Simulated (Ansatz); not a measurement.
# Geometry relaxation, with input and output: CH₈N₂Si

- system: CH₈N₂Si, SMILES C[SiH](N)N
- method: RHF/def2-mTZVPP (Ansatz 0.2.0)

The geometry comes from this level: PBE0-D4/def2-TZVP.

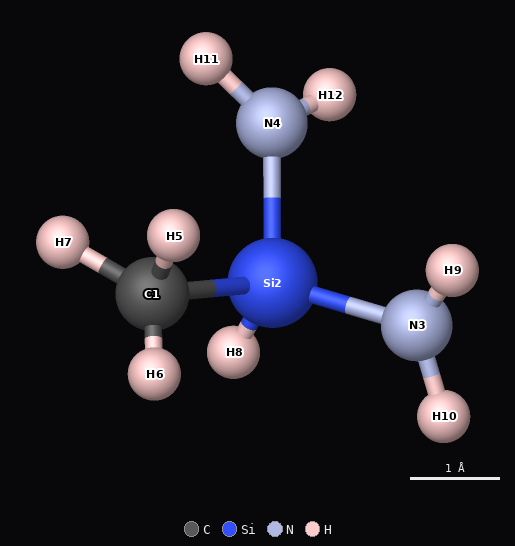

*The starting structure (ball-and-stick view, seen at a tilt; atoms are numbered from 1 in the order of the input).*

**Input file**
```yaml
crystal:
  periodic: [false, false, false]
  atoms:
    - {symbol: C, position_ang: [-0.855157, 1.275436, -0.272606]}
    - {symbol: Si, position_ang: [-0.182951, -0.486509, 0.567784]}
    - {symbol: N, position_ang: [1.419502, -0.203371, 1.329817]}
    - {symbol: N, position_ang: [0.077259, -1.437298, -0.956781]}
    - {symbol: H, position_ang: [-0.186846, 1.681522, -1.061797]}
    - {symbol: H, position_ang: [-0.891394, 1.927106, 0.429132]}
    - {symbol: H, position_ang: [-1.742014, 1.106150, -1.047653]}
    - {symbol: H, position_ang: [-0.927308, -0.481387, 1.285686]}
    - {symbol: H, position_ang: [2.086233, -0.152014, 0.753174]}
    - {symbol: H, position_ang: [1.429884, -0.002213, 2.395973]}
    - {symbol: H, position_ang: [-0.404971, -1.431897, -1.886549]}
    - {symbol: H, position_ang: [0.514394, -2.248229, -0.839048]}
basis:
  gaussian: {orbitals: def2-mTZVPP}
hamiltonian: {xc: {name: HF}}
correlation: {electrons: outside_noble_gas}
accuracy: high
scf: {lower_state_search: off}
relax: {f_tol: 0.001, max_steps: 1}
```

Launch command:
```bash
ansatz run in.yaml --threads 4 --pin off --events-out ev --progress --plain --max-ram 10444MiB
```

**Log**
```
Error: invalid value for `correlation`: name a method or an active space
```

**Outcome**

- outcome: refused by the program
- hardware: 4 threads of Arm Neoverse V2, 23 GiB of memory available, shared host

**Diagnosis**

This input holds a deliberate fault: the optimiser is allowed too few steps. The program refused the input: “invalid value for `correlation`: name a method or an active space”
